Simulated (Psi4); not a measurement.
**CH6ClNSi (SMILES C[SiH](N)Cl): OMP2/6-31G(d) (density fitting for correlation, spherical functions)**

Aim: the energy change on altering one bond length of CH6ClNSi at OMP2/6-31G* (density fitting for correlation, spherical functions), from 2 runs. 

Program for the calculation: Psi4 1.11.

3 further runs of the same task are left out: 1 that didn't finish, 2 set aside as unsound or not needed.

**1. The system as given**

CH6ClNSi has 10 atoms, charge 0, and is taken as a singlet. As SMILES, `C[SiH](N)Cl`. Geometry: relaxed at PBE0-D4/def2-TZVP. This is one conformer, not always the lowest.

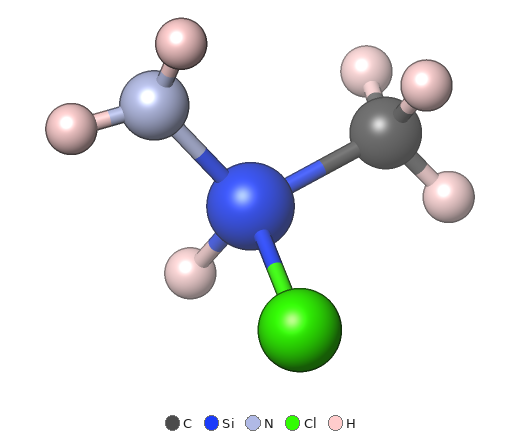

Viewed from a chosen angle; carbon dark grey, silicon blue, nitrogen light blue, chlorine green, hydrogen pink.

**2. The energy at OMP2/6-31G(d) (density fitting for correlation, spherical functions)**

The input, input.dat:

```
memory 2.2 GB

molecule {
  0 1
  C     -0.924300     0.960300    -0.429600
  Si    -0.055600    -0.637600    -0.073400
  N      1.200800    -0.379200     1.050800
  Cl     0.594900    -1.392500    -1.900800
  H     -1.720000     0.809500    -1.161600
  H     -1.359500     1.369700     0.485000
  H     -0.226900     1.694300    -0.841400
  H     -0.936500    -1.689500     0.482600
  H      1.847500     0.382600     0.917600
  H      1.662700    -1.168700     1.473800
  units angstrom
  symmetry c1
}

set {
  basis           6-31G*
  puream          true
  e_convergence   1e-09
  d_convergence   1e-08
  scf_type        pk
  num_frozen_docc 12
}

e = energy('omp2')
print_variables()
```

Run with:

```sh
$ psi4 -n 1 input.dat output.dat
```

output.dat:

```text
[...]
  Running in c1 symmetry.
[...]
  Nuclear repulsion =  222.145996722657117
[...]
  Multiplicity = 1
[...]
  Nalpha       = 25
  Nbeta        = 25
[...]
    Number of basis functions: 76
[...]
   @RHF iter   1:  -844.17547167747443   -5.52097e-01   6.16103e-03 ADIIS/DIIS
[...]
   @RHF iter  11:  -844.29822123154088   -7.27596e-12   7.72915e-09 DIIS
[...]
    Orbital Energies [Eh]
    ---------------------
    Doubly Occupied:
       1A   -104.786732     2A    -68.805532     3A    -15.549720
       4A    -11.212113     5A    -10.528661     6A     -7.996702
       7A     -7.994396     8A     -7.994368     9A     -6.161017
      10A     -4.267738    11A     -4.266769    12A     -4.266153
      13A     -1.153118    14A     -1.076137    15A     -0.955418
      16A     -0.705590    17A     -0.671888    18A     -0.586124
      19A     -0.574864    20A     -0.544511    21A     -0.509689
      22A     -0.494140    23A     -0.450289    24A     -0.429757
      25A     -0.415081
[...]
  @RHF Final Energy:  -844.29822123154088
   => Energetics <=
    Nuclear Repulsion Energy =            222.1459967226571166
    One-Electron Energy =               -1608.0954157244277667
    Two-Electron Energy =                 541.6511977702297145
    Total Energy =                       -844.2982212315408788
[...]
 Multipole Moments:
 ------------------------------------------------------------------------------------
     Multipole            Electronic (a.u.)      Nuclear  (a.u.)        Total (a.u.)
 ------------------------------------------------------------------------------------
 L = 1.  Multiply by 2.5417464519 to convert [e a0] to [Debye]
 Dipole X            :          2.6184687           -2.4423036            0.1761650
 Dipole Y            :         -4.9835785            5.5045785            0.5210000
 Dipole Z            :         -5.1168946            5.8733932            0.7564986
 Magnitude           :                                                    0.9352888
[...]
	Warning: cc_lambda option is changed to TRUE
	For this residual convergence, default PCG convergence is:     1.00e-07
[...]
	DF-MP2 Total Energy (a.u.)         :  -844.79630309261336
[...]
	DF-MP2 Total Energy (a.u.)         :  -844.80124348832101
[...]
	DF-OMP2 Total Energy (a.u.)        :  -844.80124348832578
[...]
```

Run time: 12 s. Hardware: 1 thread of Intel Xeon 6975P-C (Granite Rapids), shared host; peak memory 0.28 GiB.

**3. The distorted shape, same level**

The input, job.in:

```
memory 2.2 GB

molecule {
  C     -1.021887     1.073549    -0.155457
  Si    -0.153187    -0.524351     0.200743
  N      1.103213    -0.265951     1.324943
  Cl     0.594900    -1.392500    -1.900800
  H     -1.817587     0.922749    -0.887457
  H     -1.457087     1.482949     0.759143
  H     -0.324487     1.807549    -0.567257
  H     -1.034087    -1.576251     0.756743
  H      1.749913     0.495849     1.191743
  H      1.565113    -1.055451     1.747943
  symmetry c1
}

set globals {
  basis           6-31G*
  puream          true
  e_convergence   1e-09
  d_convergence   1e-08
  scf_type        pk
  num_frozen_docc 12
}

E, wfn = energy('omp2', return_wfn=True)
print_variables()
```

Run with:

```sh
$ psi4 -n 1 job.in job.out
```

job.out:

```text
[...]
  Running in c1 symmetry.
[...]
  Nuclear repulsion =  210.288818347576694
[...]
  Multiplicity = 1
[...]
  Nalpha       = 25
  Nbeta        = 25
[...]
    Number of basis functions: 76
[...]
   @RHF iter   1:  -844.15638673669162   -8.06577e-01   6.10990e-03 ADIIS/DIIS
[...]
   @RHF iter  12:  -844.27961490609368   -2.27374e-13   2.66262e-09 DIIS
[...]
    Orbital Energies [Eh]
    ---------------------
    Doubly Occupied:
       1A   -104.770017     2A    -68.833153     3A    -15.568841
       4A    -11.227235     5A    -10.506819     6A     -7.974765
       7A     -7.972758     8A     -7.972743     9A     -6.185723
      10A     -4.291992    11A     -4.291329    12A     -4.290717
      13A     -1.167378    14A     -1.025341    15A     -0.968651
      16A     -0.717192    17A     -0.686998    18A     -0.591400
      19A     -0.584216    20A     -0.549396    21A     -0.492219
      22A     -0.486188    23A     -0.427240    24A     -0.415952
      25A     -0.412721
[...]
  @RHF Final Energy:  -844.27961490609368
   => Energetics <=
    Nuclear Repulsion Energy =            210.2888183475766937
    One-Electron Energy =               -1584.3148989535065994
    Two-Electron Energy =                 529.7464656998363353
    Total Energy =                       -844.2796149060936841
[...]
 Multipole Moments:
 ------------------------------------------------------------------------------------
     Multipole            Electronic (a.u.)      Nuclear  (a.u.)        Total (a.u.)
 ------------------------------------------------------------------------------------
 L = 1.  Multiply by 2.5417464519 to convert [e a0] to [Debye]
 Dipole X            :          2.6545538           -2.7014906           -0.0469368
 Dipole Y            :         -4.9780894            5.8053630            0.8272737
 Dipole Z            :         -5.1878801            6.6015055            1.4136254
 Magnitude           :                                                    1.6385730
[...]
	Warning: cc_lambda option is changed to TRUE
	For this residual convergence, default PCG convergence is:     1.00e-07
[...]
	DF-MP2 Total Energy (a.u.)         :  -844.77758211300829
[...]
	DF-MP2 Total Energy (a.u.)         :  -844.78298545165342
[...]
	DF-OMP2 Total Energy (a.u.)        :  -844.78298545165455
[...]
```

Wall time 11 s (1 thread of Intel Xeon 6975P-C (Granite Rapids), shared host); peak memory 0.28 GiB.

**4. What came out**

Level: OMP2/6-31G* (density fitting for correlation, spherical functions), 12 core orbitals frozen.

```
                                                           quantity          value
                                          first shape: total energy  -844.80124 Eh
                   first shape: HOMO energy (Hartree–Fock orbitals)      -11.29 eV
                   first shape: LUMO energy (Hartree–Fock orbitals)        4.76 eV
                 first shape: HOMO–LUMO gap (Hartree–Fock orbitals)       16.05 eV
          first shape: correlation energy (12 core orbitals frozen)     -503.0 mEh
                                      distorted shape: total energy  -844.78299 Eh
               distorted shape: HOMO energy (Hartree–Fock orbitals)      -11.23 eV
               distorted shape: LUMO energy (Hartree–Fock orbitals)        3.76 eV
             distorted shape: HOMO–LUMO gap (Hartree–Fock orbitals)       14.99 eV
      distorted shape: correlation energy (12 core orbitals frozen)     -503.4 mEh
energy change with the Si2–Cl4 bond stretched from 2.081 to 2.394 Å       0.497 eV
```

What this shows: With the Si2–Cl4 bond stretched from 2.081 to 2.394 Å the energy rises by 0.50 eV (47.9 kJ/mol). The first shape isn't relaxed at this level, so the change isn't measured from a minimum.
